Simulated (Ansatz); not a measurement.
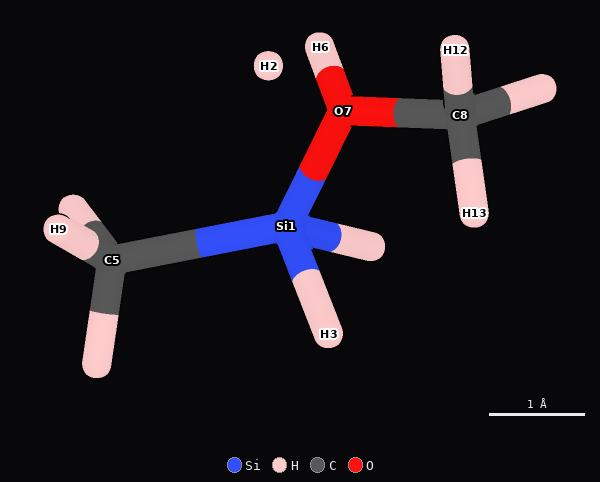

*The input geometry (stick view, seen at a tilt; atoms are numbered from 1 in the order of the input).*

Bond lengths as drawn: C–H 1.11 Å, C–O 1.43 Å, C–Si 1.89 Å, H–O 1.14 Å, H–Si 1.51 to 1.53 Å and O–Si 1.93 Å.

**Phonon calculation, with input and output: C2H10OSi**

The run: phonon calculation of C2H10OSi. Method and program: RKS PBE/def2-SVP (Ansatz 0.2.0).

It belongs to a series of runs on one base structure; here: vibrations at the highest image of the band. Figures and captions count atoms from 1; the log counts them from 0 in places.

Input file:
```yaml
crystal:
  periodic: [false, false, false]
  atoms:
    - { symbol: Si, position_ang: [-0.579738, -0.003215, -0.546765] }
    - { symbol: H, position_ang: [-0.554229, 1.607055, 0.20437] }
    - { symbol: H, position_ang: [-0.020536, -1.386555, -0.889203] }
    - { symbol: H, position_ang: [-0.593647, 0.672677, -1.896632] }
    - { symbol: C, position_ang: [-2.272881, -0.403663, 0.197796] }
    - { symbol: H, position_ang: [0.471568, 1.254252, 0.574097] }
    - { symbol: O, position_ang: [0.97427, 0.236091, 0.570695] }
    - { symbol: C, position_ang: [2.336822, -0.054142, 0.238704] }
    - { symbol: H, position_ang: [-2.142654, -0.762163, 1.240019] }
    - { symbol: H, position_ang: [-2.93551, 0.483448, 0.221655] }
    - { symbol: H, position_ang: [-2.756778, -1.219038, -0.378732] }
    - { symbol: H, position_ang: [2.951334, -0.02965, 1.160571] }
    - { symbol: H, position_ang: [2.381589, -1.070308, -0.200775] }
    - { symbol: H, position_ang: [2.740488, 0.675213, -0.495604] }
basis:
  gaussian: { orbitals: def2-SVP }
hamiltonian:
  xc: pbe
phonons: {}
```

Machine: 2 threads of Intel Xeon (Sapphire Rapids), 16 GiB of memory available, shared host.

Command:
```bash
ansatz run input.yaml --threads 2 --pin off --max-ram 3072MiB --backend cpu --events-out ev --progress --plain --runs-dir out
```

Log:
```
Engine: ansatz 0.2.0, x86_64-unknown-linux-gnu
Functional definition: PBE
  parameter kappa = 0.804
  parameter beta = 0.06672455060314922
  exchange = pbe_x(kappa = kappa, mu = beta*pi^2/3)
  correlation = pbe_c(beta = beta)
1235 factors; their error is unknown
mean field evaluation 1: about -12134.4029 eV, gradient 6.5e1 eV
mean field evaluation 2: about -12116.9280 eV, gradient 1.1e2 eV
mean field evaluation 4: about -12144.4508 eV, gradient 9.0e0 eV
mean field evaluation 8: about -12144.6220 eV, gradient 1.1e-1 eV
mean field evaluation 16: about -12144.5592 eV, gradient 1.9e-4 eV
mean field -12144.55918764 eV, -446.3043182679 hartree, gradient 3.5e-5 eV, S^2 0.000000; 0 other end points of the search recorded, 0 dependent functions left out
the calculation of the forces begins
reference -12144.55922785 eV, -446.3043197458 hartree; 22, 22 occupied and 88, 88 virtual orbitals, 1235 factors
these checks for a lower state are left out or cut short: stability, starts, cluster_reference, orbital_swaps, neighbouring_geometries, increment
1235 factors; their error is unknown
mean field -12144.55906912 eV, -446.3043139125 hartree, gradient 2.1e-6 eV, S^2 0.000000; 0 other end points of the search recorded, 0 dependent functions left out
[... from here on the field's lines of each further geometry are left out, up to the last ...]
the calculation of the forces begins
reference -12144.55918237 eV, -446.3043180741 hartree; 22, 22 occupied and 88, 88 virtual orbitals, 1235 factors
these checks for a lower state are left out or cut short: stability, starts, cluster_reference, orbital_swaps, neighbouring_geometries, increment
1235 factors; their error is unknown
mean field -12144.55913403 eV, -446.3043162977 hartree, gradient 1.7e-6 eV, S^2 0.000000; 0 other end points of the search recorded, 0 dependent functions left out
the calculation of the forces begins
reference -12144.55917424 eV, -446.3043177754 hartree; 22, 22 occupied and 88, 88 virtual orbitals, 1235 factors
WARN: phonons: modes at or below zero, which the zero-point energy, F, S and C_V leave out: 1, the lowest at -1009.32 cm⁻¹. A minimum has none, and a first-order saddle one
Total energy: -12144.55922785 eV, -446.3043197458 hartree
Atom 0 at    -0.579738    -0.003215    -0.546765 Å, force    -0.016512     0.005677     0.008291 eV/Å
Atom 1 at    -0.554229     1.607055     0.204370 Å, force     0.012341     0.008326    -0.005165 eV/Å
Atom 2 at    -0.020536    -1.386555    -0.889203 Å, force     0.003082    -0.001391     0.002356 eV/Å
Atom 3 at    -0.593647     0.672677    -1.896632 Å, force     0.005781    -0.001098    -0.001936 eV/Å
Atom 4 at    -2.272881    -0.403663     0.197796 Å, force     0.001757    -0.003940    -0.005089 eV/Å
Atom 5 at     0.471568     1.254252     0.574097 Å, force    -0.038431     0.026377     0.004486 eV/Å
Atom 6 at     0.974270     0.236091     0.570695 Å, force     0.038258    -0.023359    -0.006554 eV/Å
Atom 7 at     2.336822    -0.054142     0.238704 Å, force    -0.003499    -0.005857     0.003524 eV/Å
Atom 8 at    -2.142654    -0.762163     1.240019 Å, force     0.001274    -0.000383    -0.000643 eV/Å
Atom 9 at    -2.935510     0.483448     0.221655 Å, force    -0.001242    -0.001814     0.000347 eV/Å
Atom 10 at    -2.756778    -1.219038    -0.378732 Å, force    -0.003331    -0.001466     0.002545 eV/Å
Atom 11 at     2.951334    -0.029650     1.160571 Å, force     0.002836    -0.003515     0.000069 eV/Å
Atom 12 at     2.381589    -1.070308    -0.200775 Å, force    -0.002093    -0.000199    -0.003887 eV/Å
Atom 13 at     2.740488     0.675213    -0.495604 Å, force    -0.000221     0.002644     0.001657 eV/Å
Dipole moment:     0.394189    -0.021653     0.116709 e Å
Vibrations: -1009.32 66.63 114.51 122.58 166.39 192.44 453.88 484.40 517.18 674.68 801.16 806.31 872.28 951.46 954.83 993.85 1021.30 1100.36 1125.54 1206.25 1237.18 1376.62 1384.08 1387.27 1413.85 1426.18 1611.10 1981.13 2021.49 2127.46 2961.07 2972.61 3055.68 3069.14 3078.49 3089.77 cm⁻¹, zero-point energy 2.902416 eV
```

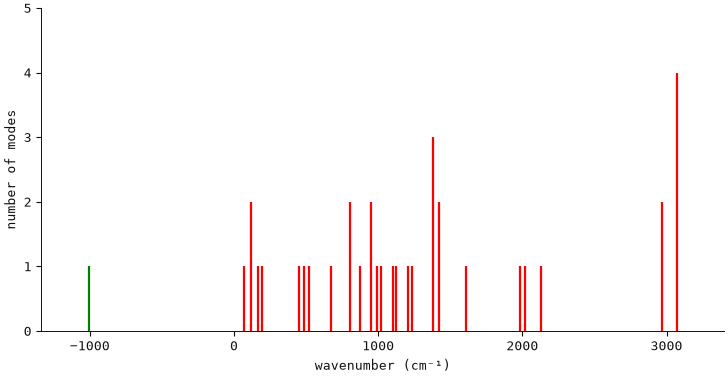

*Harmonic vibrational wavenumbers from the force constants; neighbouring modes closer than 19 cm⁻¹ are counted in one stick, and imaginary ones are drawn at negative wavenumbers.*

36 modes from 1009i to 3090 cm⁻¹, 1 imaginary beyond 8i (1009i cm⁻¹): a first-order saddle point, if the geometry is stationary.

Key numbers:

| quantity | value |
| --- | --- |
| outcome | converged |
| total energy | −12144.5592 eV |
| mean-field energy | −12144.5592 eV |
| largest force (length of the vector) | 0.047 eV/Å |
| wall time | 68 s (CPU time 2.2 min) |
| peak memory | 0.15 GiB |
